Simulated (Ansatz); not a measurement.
## Run report: TaHOF4, geometry relaxation

System: TaHOF4.
Method: RKS PBE-D4/def2-SVP (Ansatz 0.2.0).

The geometry: force-field start. Figures and captions count atoms from 1; the log counts them from 0 in places.

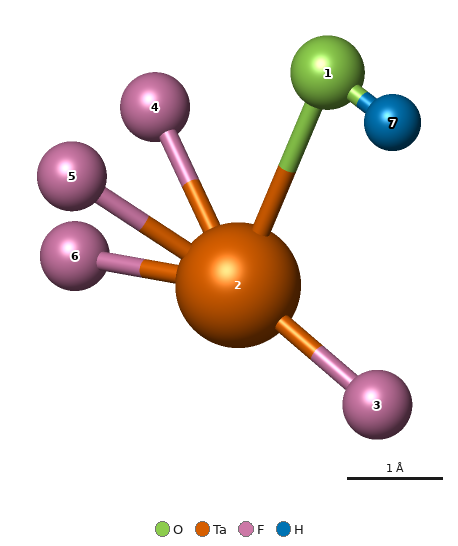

The input geometry (ball-and-stick view, seen at a tilt; atoms are numbered from 1 in the order of the input). Sticks mark near contacts.

Key numbers

```tsv
quantity	value
outcome	converged
total energy	−14470.3799 eV
mean-field energy	−14470.2632 eV
dispersion energy	−0.1167 eV
SCF solution under orbital rotations	stable
largest force (length of the vector) at the end	0.018 eV/Å
dipole moment	3.40 D
hardware	4 threads of Arm Neoverse V2, 23 GiB of memory available, shared host
wall time	17 s (CPU time 62 s)
peak memory	0.17 GiB
```

Input
```yaml
crystal:
  periodic: [false, false, false]
  atoms:
    - {symbol: O, position_ang: [-0.340600, -1.391000, -1.188500]}
    - {symbol: Ta, position_ang: [0.475900, 0.171900, 0.712900]}
    - {symbol: F, position_ang: [1.964800, -1.065700, 1.475300]}
    - {symbol: F, position_ang: [-1.520700, 0.723900, -0.211200]}
    - {symbol: F, position_ang: [-0.166500, 1.541700, -0.762600]}
    - {symbol: F, position_ang: [-0.686200, 1.938400, 0.824100]}
    - {symbol: H, position_ang: [0.334500, -1.987100, -0.895700]}
basis:
  gaussian: {orbitals: def2-SVP}
hamiltonian: {xc: pbe, dispersion: d4}
relax: {f_tol: 0.03, max_steps: 200}
```

Run as:
```bash
ansatz run in.yaml --threads 4 --pin off --events-out ev --progress --plain --max-ram 10444MiB
```

The program's output
```
Functional definition: PBE
  name "PBE"
  cite "Perdew, Burke & Ernzerhof, Phys. Rev. Lett. 77, 3865 (1996) doi:10.1103/PhysRevLett.77.3865"
  parent pbe
  parameter kappa = 0.804
  parameter beta = 0.06672455060314922
  exchange = pbe_x(kappa = kappa, mu = beta*pi^2/3)
  correlation = pbe_c(beta = beta)
1097 factors; their error is unknown
mean field evaluation 1: about -14416.0617 eV, gradient 1.2e2 eV
mean field evaluation 2: about -13217.2663 eV, gradient 6.0e2 eV
mean field evaluation 4: about -14275.3343 eV, gradient 2.6e2 eV
mean field evaluation 8: about -14454.0232 eV, gradient 5.5e0 eV
mean field evaluation 16: about -14454.0980 eV, gradient 9.2e-6 eV
mean field evaluation 32: about -14408.9843 eV, gradient 1.2e2 eV
mean field evaluation 64: about -14452.5836 eV, gradient 1.1e1 eV
mean field evaluation 96: about -14453.5167 eV, gradient 3.4e0 eV
mean field -14454.09802611 eV, -531.1783051202 hartree, gradient 1.8e-5 eV, S^2 0.000000; 6 other end points of the search recorded, 0 dependent functions left out
the calculation of the forces begins
reference -14454.09808446 eV, -531.1783072645 hartree; 29, 29 occupied and 78, 78 virtual orbitals, 1097 factors
relax step   1: F+E_penalty+E_count = -14454.21970225 eV  Δ(F+E_penalty+E_count) = +0.000e0 eV  max|allowed force component| = 1.279e1 eV/Å  Δτ_max = 0.0000 Å  (457 SCF iters, accepted)
these checks for a lower state are left out or cut short: starts, cluster_reference, orbital_swaps, neighbouring_geometries, increment
1097 factors; their error is unknown
mean field -14459.66266851 eV, -531.3828019564 hartree, gradient 1.8e-5 eV, S^2 0.000000; 0 other end points of the search recorded, 0 dependent functions left out
the calculation of the forces begins
reference -14459.66272749 eV, -531.3828041239 hartree; 29, 29 occupied and 78, 78 virtual orbitals, 1097 factors
relax step   2: F+E_penalty+E_count = -14459.78323022 eV  Δ(F+E_penalty+E_count) = -5.564e0 eV  max|allowed force component| = 6.038e0 eV/Å  Δτ_max = 0.1919 Å  (59 SCF iters, accepted)
these checks for a lower state are left out or cut short: starts, cluster_reference, orbital_swaps, neighbouring_geometries, increment
1097 factors; their error is unknown
mean field evaluation 128: about -14463.9126 eV, gradient 1.8e-2 eV
mean field -14463.84694720 eV, -531.5365713622 hartree, gradient 1.5e-5 eV, S^2 0.000000; 0 other end points of the search recorded, 0 dependent functions left out
the calculation of the forces begins
reference -14463.84700723 eV, -531.5365735682 hartree; 29, 29 occupied and 78, 78 virtual orbitals, 1097 factors
relax step   3: F+E_penalty+E_count = -14463.96051089 eV  Δ(F+E_penalty+E_count) = -4.177e0 eV  max|allowed force component| = 5.661e0 eV/Å  Δτ_max = 0.1952 Å  (57 SCF iters, accepted)
these checks for a lower state are left out or cut short: starts, cluster_reference, orbital_swaps, neighbouring_geometries, increment
1097 factors; their error is unknown
mean field -14466.91109027 eV, -531.6491765428 hartree, gradient 5.4e-6 eV, S^2 0.000000; 0 other end points of the search recorded, 0 dependent functions left out
the calculation of the forces begins
reference -14466.91115267 eV, -531.6491788360 hartree; 29, 29 occupied and 78, 78 virtual orbitals, 1097 factors
relax step   4: F+E_penalty+E_count = -14467.02574055 eV  Δ(F+E_penalty+E_count) = -3.065e0 eV  max|allowed force component| = 3.144e0 eV/Å  Δτ_max = 0.1932 Å  (41 SCF iters, accepted)
these checks for a lower state are left out or cut short: starts, cluster_reference, orbital_swaps, neighbouring_geometries, increment
1097 factors; their error is unknown
mean field -14468.33197923 eV, -531.7013932491 hartree, gradient 1.6e-5 eV, S^2 0.000000; 0 other end points of the search recorded, 0 dependent functions left out
the calculation of the forces begins
reference -14468.33204226 eV, -531.7013955654 hartree; 29, 29 occupied and 78, 78 virtual orbitals, 1097 factors
relax step   5: F+E_penalty+E_count = -14468.44758238 eV  Δ(F+E_penalty+E_count) = -1.422e0 eV  max|allowed force component| = 1.934e0 eV/Å  Δτ_max = 0.1935 Å  (36 SCF iters, accepted)
these checks for a lower state are left out or cut short: starts, cluster_reference, orbital_swaps, neighbouring_geometries, increment
1097 factors; their error is unknown
mean field -14469.41800246 eV, -531.7413038666 hartree, gradient 1.8e-5 eV, S^2 0.000000; 0 other end points of the search recorded, 0 dependent functions left out
the calculation of the forces begins
reference -14469.41806689 eV, -531.7413062343 hartree; 29, 29 occupied and 78, 78 virtual orbitals, 1097 factors
relax step   6: F+E_penalty+E_count = -14469.53467400 eV  Δ(F+E_penalty+E_count) = -1.087e0 eV  max|allowed force component| = 1.825e0 eV/Å  Δτ_max = 0.1957 Å  (36 SCF iters, accepted)
these checks for a lower state are left out or cut short: starts, cluster_reference, orbital_swaps, neighbouring_geometries, increment
1097 factors; their error is unknown
mean field evaluation 160: about -14469.9924 eV, gradient 2.6e0 eV
mean field -14470.01055323 eV, -531.7630797058 hartree, gradient 2.3e-5 eV, S^2 0.000000; 0 other end points of the search recorded, 0 dependent functions left out
the calculation of the forces begins
reference -14470.01061835 eV, -531.7630820991 hartree; 29, 29 occupied and 78, 78 virtual orbitals, 1097 factors
relax step   7: F+E_penalty+E_count = -14470.12703430 eV  Δ(F+E_penalty+E_count) = -5.924e-1 eV  max|allowed force component| = 1.310e0 eV/Å  Δτ_max = 0.2000 Å  (41 SCF iters, accepted)
these checks for a lower state are left out or cut short: starts, cluster_reference, orbital_swaps, neighbouring_geometries, increment
1097 factors; their error is unknown
mean field -14470.19741802 eV, -531.7699468602 hartree, gradient 1.1e-5 eV, S^2 0.000000; 0 other end points of the search recorded, 0 dependent functions left out
the calculation of the forces begins
reference -14470.19748295 eV, -531.7699492462 hartree; 29, 29 occupied and 78, 78 virtual orbitals, 1097 factors
relax step   8: F+E_penalty+E_count = -14470.31379120 eV  Δ(F+E_penalty+E_count) = -1.868e-1 eV  max|allowed force component| = 3.622e-1 eV/Å  Δτ_max = 0.2000 Å  (36 SCF iters, accepted)
these checks for a lower state are left out or cut short: starts, cluster_reference, orbital_swaps, neighbouring_geometries, increment
1097 factors; their error is unknown
mean field -14470.22147384 eV, -531.7708308954 hartree, gradient 1.4e-5 eV, S^2 0.000000; 0 other end points of the search recorded, 0 dependent functions left out
the calculation of the forces begins
reference -14470.22153845 eV, -531.7708332696 hartree; 29, 29 occupied and 78, 78 virtual orbitals, 1097 factors
relax step   9: F+E_penalty+E_count = -14470.33816264 eV  Δ(F+E_penalty+E_count) = -2.437e-2 eV  max|allowed force component| = 5.680e-1 eV/Å  Δτ_max = 0.2000 Å  (34 SCF iters, accepted)
these checks for a lower state are left out or cut short: starts, cluster_reference, orbital_swaps, neighbouring_geometries, increment
1097 factors; their error is unknown
mean field -14470.25915543 eV, -531.7722156681 hartree, gradient 1.5e-5 eV, S^2 0.000000; 0 other end points of the search recorded, 0 dependent functions left out
the calculation of the forces begins
reference -14470.25922001 eV, -531.7722180414 hartree; 29, 29 occupied and 78, 78 virtual orbitals, 1097 factors
relax step  10: F+E_penalty+E_count = -14470.37588374 eV  Δ(F+E_penalty+E_count) = -3.772e-2 eV  max|allowed force component| = 1.635e-1 eV/Å  Δτ_max = 0.1398 Å  (35 SCF iters, accepted)
these checks for a lower state are left out or cut short: starts, cluster_reference, orbital_swaps, neighbouring_geometries, increment
1097 factors; their error is unknown
mean field evaluation 192: about -14470.2728 eV, gradient 1.0e1 eV
mean field -14470.26266500 eV, -531.7723446424 hartree, gradient 7.5e-6 eV, S^2 0.000000; 0 other end points of the search recorded, 0 dependent functions left out
the calculation of the forces begins
reference -14470.26272960 eV, -531.7723470166 hartree; 29, 29 occupied and 78, 78 virtual orbitals, 1097 factors
relax step  11: F+E_penalty+E_count = -14470.37936239 eV  Δ(F+E_penalty+E_count) = -3.479e-3 eV  max|allowed force component| = 3.118e-2 eV/Å  Δτ_max = 0.0668 Å  (30 SCF iters, accepted)
these checks for a lower state are left out or cut short: starts, cluster_reference, orbital_swaps, neighbouring_geometries, increment
1097 factors; their error is unknown
mean field -14470.26314787 eV, -531.7723623877 hartree, gradient 1.3e-5 eV, S^2 0.000000; 0 other end points of the search recorded, 0 dependent functions left out
the calculation of the forces begins
reference -14470.26321249 eV, -531.7723647624 hartree; 29, 29 occupied and 78, 78 virtual orbitals, 1097 factors
relax step  12: F+E_penalty+E_count = -14470.37983871 eV  Δ(F+E_penalty+E_count) = -4.763e-4 eV  max|allowed force component| = 1.506e-2 eV/Å  Δτ_max = 0.0311 Å  (28 SCF iters, accepted)
1097 factors; their error is unknown
mean field evaluation 224: about -14470.2631 eV, gradient 3.3e-4 eV
```

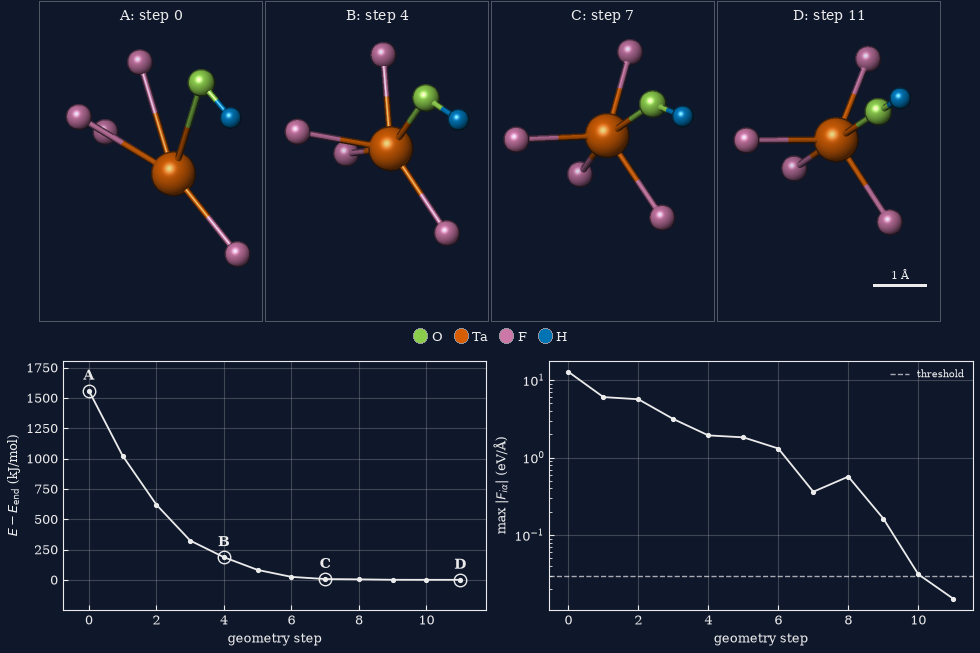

Frames of the relaxation (ball-and-stick view, seen at a tilt) above the curves, on which the letters mark them (the first geometry is step 0 here and step 1 in the log).

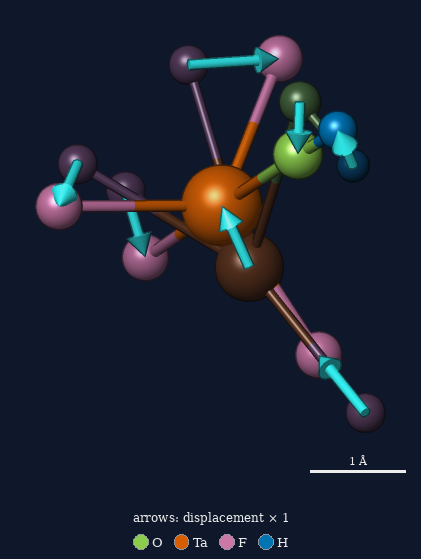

Start (faint) and end (solid) with the displacements as teal arrows, at true length (ball-and-stick view, seen at a tilt). The two geometries are laid on each other by the best rigid fit. Over 11 geometry steps the energy falls by 1559.2 kJ/mol. Largest force component: 13 eV/Å at the start, 0.015 eV/Å at the end. The largest moves after the best rigid fit, 1.02 Å, are those of F3 and F4. Largest moves by element: F 1.02 Å, Ta 0.72 Å, O 0.57 Å, H 0.53 Å. Among the contacts that change: O1–Ta2 2.593 → 1.892 Å, Ta2–F4 2.268 → 1.879 Å, Ta2–F5 2.113 → 1.880 Å, Ta2–F6 2.117 → 1.904 Å. Among the angles that change: Ta2–O1–H7 85.9° → 178.8°, F4–Ta2–F5 44.8° → 119.7°, O1–Ta2–F6 111.6° → 179.6°. (Atoms are counted from 1 in the order of the input.)

```
mean field -14470.26314787 eV, -531.7723623877 hartree, gradient 1.3e-5 eV, S^2 0.000000; 1 other end points of the search recorded, 0 dependent functions left out
the calculation of the forces begins
reference -14470.26321249 eV, -531.7723647624 hartree; 29, 29 occupied and 78, 78 virtual orbitals, 1097 factors
Total energy: -14470.37990333 eV, -531.7766530718 hartree
Atom 0 at     0.142700    -1.257336    -0.848559 Å, force     0.000792    -0.001799    -0.000120 eV/Å
Atom 1 at    -0.028773     0.306604     0.202394 Å, force    -0.001071     0.015064     0.010147 eV/Å
Atom 2 at     1.090273    -0.402773     1.536170 Å, force    -0.002031     0.002947    -0.001735 eV/Å
Atom 3 at    -1.891913     0.095158     0.329626 Å, force     0.004907    -0.000289     0.000289 eV/Å
Atom 4 at     0.695225     1.378451    -1.161257 Å, force    -0.000714    -0.002894     0.004174 eV/Å
Atom 5 at    -0.190949     1.875196     1.268762 Å, force    -0.001163    -0.000941    -0.002104 eV/Å
Atom 6 at     0.244637    -2.063200    -1.372835 Å, force    -0.000720    -0.012089    -0.010651 eV/Å
Dipole moment:     0.066228    -0.586280    -0.391527 e Å
```

Trajectory as extended XYZ (Å, eV, eV/Å), 12 frames, from step=1 to step=12
```
7
Properties=species:S:1:pos:R:3:forces:R:3 step=1 energy=-14454.21970
O    -0.3406   -1.3910   -1.1885    0.5027   3.3943   2.7447
Ta    0.4759    0.1719    0.7129   -3.2754   1.8554  -4.5196
F     1.9648   -1.0657    1.4753   -2.7066   2.3581  -1.2302
F    -1.5207    0.7239   -0.2112   -6.4875  -5.8689  -1.4580
F    -0.1665    1.5417   -0.7626    7.8805  -2.1077  -8.4853
F    -0.6862    1.9384    0.8241    2.6924   2.1894  12.7883
H     0.3345   -1.9871   -0.8957    1.3938  -1.8206   0.1602
7
Properties=species:S:1:pos:R:3:forces:R:3 step=2 energy=-14459.78323
O    -0.2932   -1.3059   -1.0854    1.8492   2.2076   3.5204
Ta    0.4078    0.1847    0.6035   -4.7644   2.4731  -5.9303
F     1.8756   -0.9923    1.4315   -2.3338   1.9743  -1.1108
F    -1.5896    0.6665   -0.2384   -3.8634  -3.7567   0.5310
F    -0.0784    1.4830   -0.8526    6.0379  -1.4377  -2.4083
F    -0.6115    1.9178    0.9997    2.8826  -0.9393   5.6599
H     0.3506   -2.0218   -0.9040    0.1919  -0.5213  -0.2619
7
Properties=species:S:1:pos:R:3:forces:R:3 step=3 energy=-14463.96051
O    -0.2509   -1.2435   -0.9951    2.1889   0.8297   2.8066
Ta    0.2908    0.2355    0.4557   -5.2556  -0.7078  -3.0872
F     1.8136   -0.9423    1.4003   -2.6372   2.2888  -1.5572
F    -1.6415    0.6001   -0.2246   -1.5360  -3.7867   2.1899
F     0.0313    1.4395   -0.8786    5.6611   1.4676  -3.8199
F    -0.5438    1.8818    1.1047    2.0799  -0.7979   3.5962
H     0.3618   -2.0392   -0.9081   -0.5011   0.7063  -0.1284
7
Properties=species:S:1:pos:R:3:forces:R:3 step=4 energy=-14467.02574
O    -0.2129   -1.1982   -0.9219    1.7675  -1.9463   0.6161
Ta    0.1291    0.2254    0.3504   -0.1968  -0.7301   0.7804
F     1.7195   -0.8654    1.3442   -2.8279   2.0822  -1.5801
F    -1.6504    0.4951   -0.1568   -2.0827  -1.8115   0.9463
F     0.1821    1.4633   -0.9488    3.1445   1.3804  -2.8695
F    -0.4784    1.8541    1.1911    1.1603  -0.5335   2.1803
H     0.3723   -2.0421   -0.9040   -0.9649   1.5586  -0.0734
7
Properties=species:S:1:pos:R:3:forces:R:3 step=5 energy=-14468.44758
O    -0.1856   -1.2163   -0.8910    1.2158  -1.8348   0.0873
Ta    0.1162    0.2127    0.3443   -1.0572   1.8824  -1.3179
F     1.5769   -0.7614    1.2650   -1.3219   1.0007  -0.5070
F    -1.6973    0.4367   -0.1103   -1.0690  -1.1669   0.8322
F     0.2914    1.4883   -1.0044    1.9344  -0.3576  -0.5936
F    -0.4246    1.8165    1.2557    0.9029  -0.4894   1.5886
H     0.3840   -2.0445   -0.9049   -0.6051   0.9656  -0.0897
7
Properties=species:S:1:pos:R:3:forces:R:3 step=6 energy=-14469.53467
O    -0.1615   -1.2556   -0.8820    0.6120  -0.6728   0.0990
Ta    0.0740    0.2617    0.2682   -1.8248   1.7387  -1.3756
F     1.4281   -0.6432    1.2179    0.2397   0.0223   0.5326
F    -1.7738    0.3624   -0.0241   -0.6051  -0.4785   0.5226
F     0.4473    1.4775   -1.0815    0.9785  -0.0727  -0.2982
F    -0.3617    1.7788    1.3751    0.7143  -0.6048   0.6336
H     0.4088   -2.0495   -0.9193   -0.1146   0.0679  -0.1141
7
Properties=species:S:1:pos:R:3:forces:R:3 step=7 energy=-14470.12703
O    -0.0984   -1.2898   -0.8908    0.4390  -0.1205  -0.0266
Ta   -0.0009    0.3105    0.1557   -1.3100   0.8183  -0.3451
F     1.2418   -0.5818    1.2568    0.2038   0.1364   0.2570
F    -1.8739    0.3380    0.1034   -0.0831  -0.2713   0.1392
F     0.5169    1.5022   -1.1815    0.4497  -0.0827  -0.1186
F    -0.2185    1.7130    1.4445    0.4522  -0.3286   0.1828
H     0.4943   -2.0601   -0.9338   -0.1517  -0.1516  -0.0888
7
Properties=species:S:1:pos:R:3:forces:R:3 step=8 energy=-14470.31379
O    -0.0079   -1.2709   -0.9069    0.3590   0.0473   0.1178
Ta   -0.0722    0.3361    0.1192   -0.0487   0.3278   0.3334
F     1.1405   -0.4340    1.3457    0.0365  -0.2538  -0.1901
F    -1.9417    0.2415    0.2083   -0.0837   0.0027   0.0185
F     0.6184    1.4687   -1.2091   -0.0413  -0.0820   0.1027
F    -0.1235    1.7068    1.4584   -0.0651  -0.0692  -0.3622
H     0.4476   -2.1160   -1.0613   -0.1568   0.0271  -0.0202
7
Properties=species:S:1:pos:R:3:forces:R:3 step=9 energy=-14470.33816
O     0.1484   -1.2118   -0.8967   -0.3160  -0.0283   0.0565
Ta   -0.0969    0.3368    0.1829    0.5301  -0.5680  -0.4943
F     1.0288   -0.5169    1.4339   -0.0835   0.2239   0.2058
F    -1.9602    0.1725    0.3146   -0.0330   0.0002   0.0222
F     0.5994    1.3964   -1.2033   -0.0659   0.1547   0.0901
F    -0.0675    1.8491    1.3295   -0.0334   0.0442   0.0934
H     0.4092   -2.0941   -1.2067    0.0018   0.1733   0.0263
7
Properties=species:S:1:pos:R:3:forces:R:3 step=10 energy=-14470.37588
O     0.1315   -1.2506   -0.8594   -0.0194  -0.0748  -0.0906
Ta   -0.0476    0.3152    0.1843   -0.0139   0.1635   0.1162
F     1.0715   -0.4377    1.4934    0.0517   0.0054   0.0873
F    -1.9115    0.1364    0.3122   -0.0257  -0.0181  -0.0027
F     0.6526    1.4025   -1.1769    0.0190   0.0112  -0.0204
F    -0.1473    1.8561    1.3077    0.0034  -0.1206  -0.0984
H     0.3120   -2.0897   -1.3070   -0.0151   0.0335   0.0086
7
Properties=species:S:1:pos:R:3:forces:R:3 step=11 energy=-14470.37936
O     0.1356   -1.2537   -0.8536    0.0023   0.0090   0.0079
Ta   -0.0349    0.3097    0.1978    0.0002   0.0114   0.0055
F     1.0854   -0.4139    1.5238   -0.0051   0.0151   0.0027
F    -1.8986    0.1059    0.3265    0.0113   0.0040   0.0013
F     0.6845    1.3845   -1.1662   -0.0052  -0.0049   0.0134
F    -0.1781    1.8702    1.2788   -0.0005  -0.0035  -0.0028
H     0.2673   -2.0706   -1.3528   -0.0030  -0.0312  -0.0281
7
Properties=species:S:1:pos:R:3:forces:R:3 step=12 energy=-14470.37984
O     0.1427   -1.2573   -0.8486    0.0008  -0.0018  -0.0001
Ta   -0.0288    0.3066    0.2024   -0.0011   0.0151   0.0101
F     1.0903   -0.4028    1.5362   -0.0020   0.0029  -0.0017
F    -1.8919    0.0952    0.3296    0.0049  -0.0003   0.0003
F     0.6952    1.3785   -1.1613   -0.0007  -0.0029   0.0042
F    -0.1909    1.8752    1.2688   -0.0012  -0.0009  -0.0021
H     0.2446   -2.0632   -1.3728   -0.0007  -0.0121  -0.0107
```

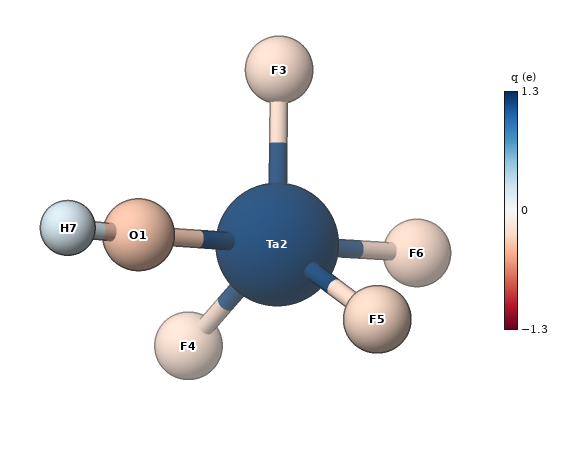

Mulliken charges, as the colour of each atom (ball-and-stick view, seen at a tilt; atoms are numbered from 1 in the order of the input). By element: O −0.37, Ta +1.24, F −0.30 to −0.26 and H +0.21 e.
